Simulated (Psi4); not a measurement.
**SiH4O2 (SMILES O[SiH2]O): B3LYP/6-31G(d) (spherical functions)**

What is the vertical ionisation energy of SiH4O2 at B3LYP/6-31G* (spherical functions)? 

Program for the calculation: Psi4 1.11.

## 1. The structure to begin with

SiH4O2 has 7 atoms, charge 0, and is taken as a singlet. SMILES: `O[SiH2]O`. The coordinates come from a PBE0-D4/def2-TZVP relaxation. This is one conformer, not always the lowest.

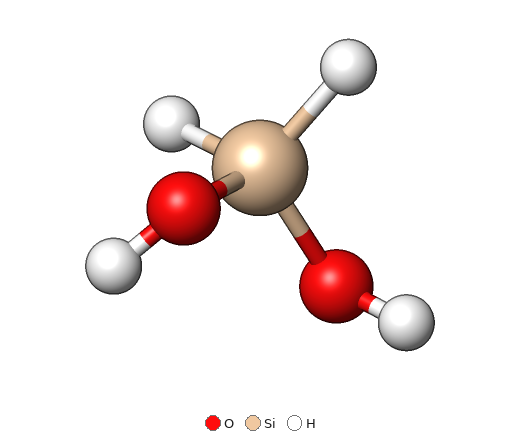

The structure, seen from a chosen angle (oxygen red, silicon light orange, hydrogen white).

## 2. The energy at B3LYP/6-31G(d) (spherical functions)

File h4o2si.xyz:

```xyz
7
H4O2Si
O     -1.385150    -0.243860    -0.354380
Si     0.051410     0.422210     0.079240
O      1.274030    -0.668570     0.183160
H     -1.456660    -0.615580    -1.234790
H      0.526670     1.393040    -0.933360
H     -0.229300     1.048860     1.391580
H      1.219010    -1.336090     0.868560
```

File job.py:

```python
import psi4

psi4.set_memory('2200 MB')
psi4.set_num_threads(1)
psi4.set_output_file('run.log', False)

with open('h4o2si.xyz') as f:
    atoms = ''.join(f.readlines()[2:])
mol = psi4.geometry('0 1\n' + atoms + 'symmetry c1')

psi4.set_options({
    'basis': '6-31G*',
    'puream': True,
    'e_convergence': 1e-09,
    'd_convergence': 1e-08,
    'scf_type': 'pk',
    'dft_radial_points': 99,
    'dft_spherical_points': 590,
})

E = psi4.energy('b3lyp')
print('E =', round(E, 9))
```

Run with:

```sh
$ python job.py
```

run.log:

```text
[...]
  Running in c1 symmetry.
[...]
  Nuclear repulsion =  120.473951977127712
[...]
  Multiplicity = 1
[...]
  Nalpha       = 17
  Nbeta        = 17
[...]
    Number of basis functions: 54
[...]
   @RKS iter   1:  -442.11847576083227   -2.29496e-01   1.62521e-02 ADIIS/DIIS
[...]
   @RKS iter  11:  -442.41107881892162    7.38964e-13   9.57391e-10 DIIS
[...]
    Orbital Energies [Eh]
    ---------------------
    Doubly Occupied:
       1A    -66.151617     2A    -19.143096     3A    -19.143076
       4A     -5.305681     5A     -3.665232     6A     -3.664014
       7A     -3.662826     8A     -1.014695     9A     -0.996178
      10A     -0.578900    11A     -0.525835    12A     -0.426038
      13A     -0.393536    14A     -0.385552    15A     -0.327363
      16A     -0.320329    17A     -0.309367
[...]
  @RKS Final Energy:  -442.41107881892162
   => Energetics <=
    Nuclear Repulsion Energy =            120.4739519771277116
    One-Electron Energy =                -850.8102822800933609
    Two-Electron Energy =                 320.0010555619124943
    DFT Exchange-Correlation Energy =     -32.0758040778685185
    Empirical Dispersion Energy =           0.0000000000000000
    VV10 Nonlocal Energy =                  0.0000000000000000
    Total Energy =                       -442.4110788189216237
[...]
 Multipole Moments:
 ------------------------------------------------------------------------------------
     Multipole            Electronic (a.u.)      Nuclear  (a.u.)        Total (a.u.)
 ------------------------------------------------------------------------------------
 L = 1.  Multiply by 2.5417464519 to convert [e a0] to [Debye]
 Dipole X            :         -0.1272066            0.0730497           -0.0541570
 Dipole Y            :         -1.0443177            0.5995835           -0.4447342
 Dipole Z            :         -0.1959046            0.1124927           -0.0834119
 Magnitude           :                                                    0.4557182
[...]
```

On the terminal:

```text
E = -442.411078819
```

It took 13 s on 1 thread of Intel Xeon Platinum 8259CL at 2.50GHz (Skylake/Cascade Lake), shared host; peak memory 0.8 GiB.

## 3. The doublet cation: energy and gradient at UB3LYP/6-31G(d) (spherical functions)

File calc.in:

```
memory 2200 MB

molecule {
  1 2
  O
  Si 1 r2
  O 2 r3 1 a3
  H 1 r4 2 a4 3 d4
  H 2 r5 1 a5 4 d5
  H 2 r6 5 a6 3 d6
  H 3 r7 2 a7 6 d7

  r2 = 1.641761
  r3 = 1.641767
  a3 = 113.50252
  r4 = 0.958338
  a4 = 117.72956
  d4 = -66.04755
  r5 = 1.481129
  a5 = 111.47697
  d5 = 50.83142
  r6 = 1.481123
  a6 = 112.90797
  d6 = 120.91961
  r7 = 0.958323
  a7 = 117.72959
  d7 = 50.83039
  symmetry c1
  no_reorient
  no_com
}

set basis 6-31G*
set reference uks
set puream true
set e_convergence 1e-09
set d_convergence 1e-08
set scf_type pk
set dft_radial_points 99
set dft_spherical_points 590
set maxiter 100

energy_value, wavefunction = gradient('b3lyp', return_wfn=True)
oeprop(wavefunction, 'WIBERG_LOWDIN_INDICES', 'MULLIKEN_CHARGES', 'MAYER_INDICES')
print_variables()
```

Run with:

```sh
$ psi4 -i calc.in -o calc.out -n 1
```

calc.out, shortened:

```text
[...]
  Running in c1 symmetry.
[...]
  Nuclear repulsion =  120.473967177333449
[...]
  Multiplicity = 2
[...]
  Nalpha       = 17
  Nbeta        = 16
[...]
    Number of basis functions: 54
[...]
   @UKS iter   1:  -441.72430131920481    1.64678e-01   1.53963e-02 DIIS/ADIIS
[...]
   @UKS iter  17:  -442.00256009565965   -5.11591e-13   2.41954e-09 DIIS
[...]
   @S^2 Observed:                7.575276225E-01
[...]
  @UKS Final Energy:  -442.00256009565965
   => Energetics <=
    Nuclear Repulsion Energy =            120.4739671773334493
    One-Electron Energy =                -841.2979541077488648
    Two-Electron Energy =                 310.5864494254144006
    DFT Exchange-Correlation Energy =     -31.7650225906585604
    Empirical Dispersion Energy =           0.0000000000000000
    VV10 Nonlocal Energy =                  0.0000000000000000
    Total Energy =                       -442.0025600956596463
[...]
 Multipole Moments:
 ------------------------------------------------------------------------------------
     Multipole            Electronic (a.u.)      Nuclear  (a.u.)        Total (a.u.)
 ------------------------------------------------------------------------------------
 L = 1.  Multiply by 2.5417464519 to convert [e a0] to [Debye]
 Dipole X            :         -0.0000354            0.0000356            0.0000002
 Dipole Y            :         -0.5089598            0.5138097            0.0048499
 Dipole Z            :         -0.3337391            0.3368844            0.0031453
 Magnitude           :                                                    0.0057805
[...]
  -Total Gradient:
     Atom            X                  Y                   Z
    ------   -----------------  -----------------  -----------------
       1        0.002839300646    -0.015767223155    -0.004449225813
       2       -0.000000350962     0.002062867600     0.001345113125
       3       -0.002851639475    -0.010381939296    -0.012684197212
       4       -0.011076708045     0.015208390414     0.017003330357
       5       -0.008057485561    -0.009921098153     0.001176325323
       6        0.008057002989    -0.002878358094    -0.009566128173
       7        0.011089880575     0.021666366910     0.007167576216
[...]
  Mulliken Charges: (a.u.)
   Center  Symbol    Alpha    Beta     Spin     Total
       1     O     4.41989  4.10421  0.31567 -0.52410
       2    SI     6.55312  6.57875 -0.02563  0.86813
[...]
```

It took 32 s on 1 thread of Intel Xeon Platinum 8259CL at 2.50GHz (Skylake/Cascade Lake), shared host; peak memory 0.8 GiB.

## 4. Summary of results

At B3LYP/6-31G* (spherical functions):

| quantity | value |
| --- | --- |
| singlet SiH4O2: total energy | -442.41108 Eh |
| singlet SiH4O2: dipole moment | 1.16 D |
| singlet SiH4O2: HOMO energy | -8.42 eV |
| singlet SiH4O2: LUMO energy | 1.01 eV |
| singlet SiH4O2: HOMO–LUMO gap | 9.42 eV |
| doublet cation: total energy | -442.00256 Eh |
| doublet cation: HOMO energy (highest over α and β) | -15.59 eV |
| doublet cation: LUMO energy (lowest over α and β) | -13.82 eV |
| doublet cation: ⟨S²⟩ | 0.758 |
| doublet cation: largest force on an atom | 1.305 eV/Å |
| vertical ionisation energy (to the doublet cation) | 11.116 eV |

What this shows: The vertical ionisation energy comes to 11.12 eV (256 kcal/mol). −ε(HOMO) before ionisation, 8.42 eV, is 2.70 eV below this ionisation energy.
